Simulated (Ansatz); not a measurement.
## TiN (rock salt): energy over volume and axial ratio

TiN (rock salt)

```
CELL_PARAMETERS angstrom
      0.00000     2.11625     2.11625
      2.11625     0.00000     2.11625
      2.11625     2.11625     0.00000
ATOMIC_POSITIONS crystal
  N  0.00000 0.00000 0.00000
  Ti 0.50000 0.50000 0.50000
```

The relaxed cell is deformed in two ways at once: its volume V is scaled, and at that volume it is stretched along z (the c axis of the conventional cell) so that c/a changes. Fractional atomic positions are held.

Computed with r2SCAN (plane waves to 500 eV, PAW, scalar-relativistic; Ansatz, a quantum-chemistry and plane-wave program). k mesh 19×19×19 (Γ-centred), Fermi-Dirac smearing 0.05 eV. The energy includes the smearing's −TS. Stress and pressure are positive under compression. With partly filled bands, the response to shear is sensitive to the k mesh, so small differences along c/a are uncertain. TiN is run without spin polarisation. TiN was relaxed with its symmetry unable to fall. The zero of ΔE is the relaxed starting cell.

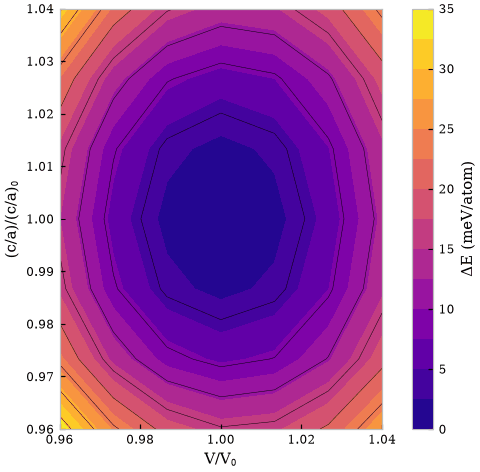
*ΔE (meV/atom) over the 7×7 grid of computed points.*

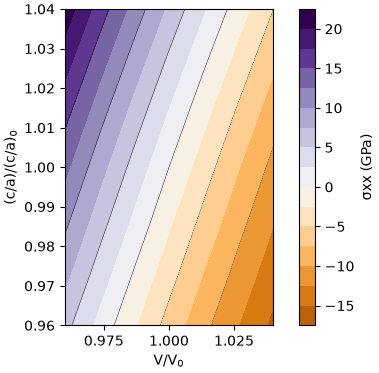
Figure. σxx (GPa) over the 7×7 grid of computed points.

The shear modulus C′ = (C11 − C12)/2 (fit, atoms clamped) is 230 GPa. Highest place on the grid: V/V₀ = 0.960, (c/a)/(c/a)₀ = 0.960 (34 meV/atom). Lowest place on the grid: V/V₀ = 1.000, (c/a)/(c/a)₀ = 1.000 (0 meV/atom).

Near the relaxed cell σzz − σxx = −2Cδ (compression positive), C being this modulus and δ the logarithm of the ratio.

(A scan under strain: stresses follow from slopes of the energy per volume, elastic moduli from its curvatures.)
